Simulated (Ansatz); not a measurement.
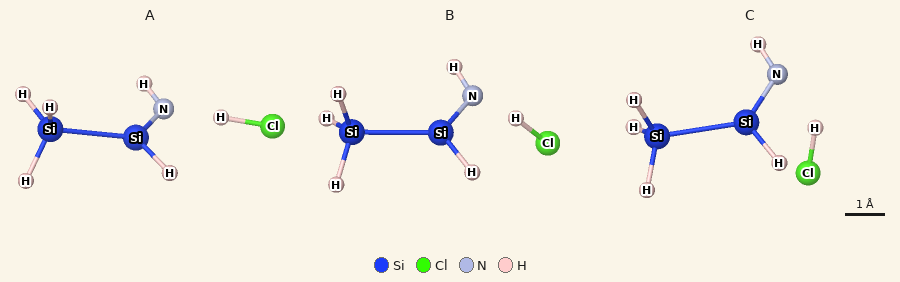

3 geometries from one relaxation of Si2NH6Cl, in shuffled order. A ball-and-stick model, seen at a tilt.

The run prepares an end point of a later path (reaction) calculation, from a guessed geometry.

Level of theory: RKS PBE0/6-31G* (Ansatz). Set-up: no spin polarisation; force threshold 0.03 eV/Å; at most 50 steps.

**Order the frames from highest to lowest energy.**

C, B, A. They are steps 0, 9, 25, at +0.354 eV, +0.068 eV relative to the last. The largest move after the best rigid fit is that of the Cl atom, 2.15 Å. Largest moves by element: Cl 2.15 Å, H 1.53 Å, N 1.32 Å, Si 0.56 Å. Among the contacts that change: H–N 2.314 → 1.551 Å, Cl–H 1.314 → 1.388 Å, N–Si 1.612 → 1.621 Å, Si–Si 2.353 → 2.345 Å. Groups turn about Si–Si by about 45°. Over 24 accepted moves (25 points after the start) the energy falls by 0.354 eV. Largest force component: 0.31 eV/Å at the start, 0.025 eV/Å at the end. The line search rejected the trial step at point 8 of the run.

Limits of the set-up: the start holds two separate molecules, 2.3 Å apart at their closest, whose relative position is a soft coordinate and is computed without a dispersion correction.
